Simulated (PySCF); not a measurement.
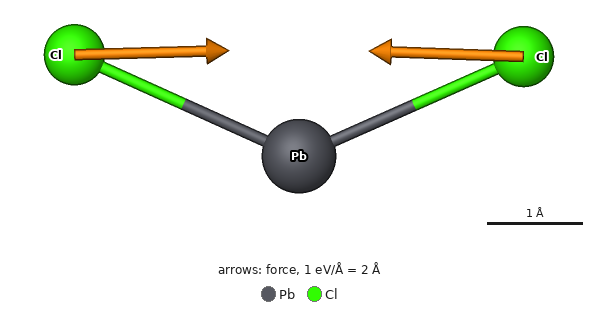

Starting geometry of PbCl₂ with the computed forces as orange arrows. Style: ball-and-stick. Shown face on.

These are results of RKS PBE0, Pb def2-SVP with ECP60, Cl def2-SVP; non-relativistic Hamiltonian with scalar-relativistic core potentials; density fitting in PySCF, not measurements. (symmetry kept (C2v))

**Is this structure relaxed? If not, where do the atoms go?**

It isn't relaxed: the largest force vector, on Cl atoms, is 0.82 eV/Å. The atoms end up moving mostly along the starting forces (cosine between the two patterns 0.86). The energy falls by 41.2 kJ/mol in 5 geometry steps. The largest force component goes from 0.82 to 0.00064 eV/Å. The largest moves after the best rigid fit, 0.51 Å, are those of Cl atoms. Largest moves by element: Cl 0.51 Å, Pb 0.36 Å. Among the contacts that change: Cl–Pb 2.595 → 2.483 Å. Bond angles that change, for instance: Cl–Pb–Cl 131.8° → 99.6°.
